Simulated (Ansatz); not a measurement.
# Fields on a plane of MgB2 (AlB2 type, space group P6/mmm)

```
CELL_PARAMETERS angstrom
      3.06742     0.00000     0.00000
     -1.53371     2.65647     0.00000
      0.00000     0.00000     3.51484
ATOMIC_POSITIONS crystal
  Mg 0.00000 0.00000 0.00000
  B  0.33333 0.66667 0.50000
  B  0.66667 0.33333 0.50000
```

The slice is a (0001) plane (indices of the conventional cell) through the point (0.333, 0.667, 0.500) (fractional), spanned by u = [110] and v = [1 -1 0] in vectors of this cell: u (3.07 Å) and v (5.31 Å, at 90° to u). It covers one period; positions are fractions (u, v).

Atoms on it: B at (0.00, 0.00); B at (0.50, 0.50); B at (0.00, 0.33); B at (0.50, 0.83).

The numbers are results of r2SCAN (plane waves to 500 eV, PAW, scalar-relativistic; Ansatz, a first-principles code), not measurements. k mesh 17×17×13. Near the nuclei the fields are pseudised (PAW); where an atom keeps semicore shells as valence, they peak there. MgB2 was relaxed with its symmetry unable to fall.

```
|+#@@@@%%%##%%%@@@@#|
|%%@@@@@@@%%@@@@@@@%|
|%@@@@@@@@%%@@@@@@@@|
|%%%%@@@@%##%@@@@%%%|
|*###%@@@#==#@@@%###|
|+++*#%@%#++#%@%#*++|
|-==+*#%%%%%%%%#*+==|
|::-=+*#%@@@@%#*+=-:|
| .:-=*#%@@@@%#*=-:.|
|  .:=+#%@@@@%#+=:. |
|  .:=+#%@@@@%#+=:. |
|  .-=+#%@@@@%#+=-. |
|.::-+*#%@@@@%#*+-::|
|--=+*#%%@%%@%%#*+=-|
|=++*#%%%#**#%%%#*++|
|***#%%@@#==#@@%%#**|
|##%%%@@@%**%@@@%%%#|
|%%@@@@@@@%%@@@@@@@%|
|%@@@@@@@@%%@@@@@@@@|
|*#@@@@@%%%%%%@@@@@#|
|-*%@@%%##**##%%@@%*|
|=*%@%##*++++*##%@%*|
|%%%%%*+==--==+*%%%%|
|@@@%#*=-::::-=*#%@@|
|@@@%*+-:....:-+*%@@|
|@@%#*+-:    :-+*#%@|
|@@%#*=-.    .-=*#%@|
|@@@#*+-:.  .:-+*#@@|
|@@@%#+=-:..:-=+#%@@|
|%%@%#*+=----=+*#%@%|
|*#%%%#*++==++*#%%%#|
|-+%@@%##****##%@@%+|
```
Scale: ten equal steps from -0.99 (start of ' ') to -0.05 (end of '@'), in the order ' .:-=+*#%@'. Values: log₁₀ of the valence density in e/Å³. The map has 19 points along u (one character each, u = 0 at the left) and 32 along v (v = 0 in the bottom row). The scale is logarithmic, as a density can span decades between atoms and voids.

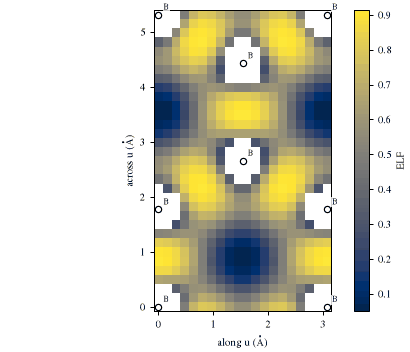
Fig. 1. Electron localisation function (ELF), one period of the plane, atoms marked. Points within 0.4 Å of a nucleus are left white, as the pseudised field means little there.

Density on the B–B line (1.77 Å) at its midpoint: 0.84 e/Å³
ELF at that point: 0.9
ELF maximum in the middle third of the B–B line: 0.91, 0.9 Å from B
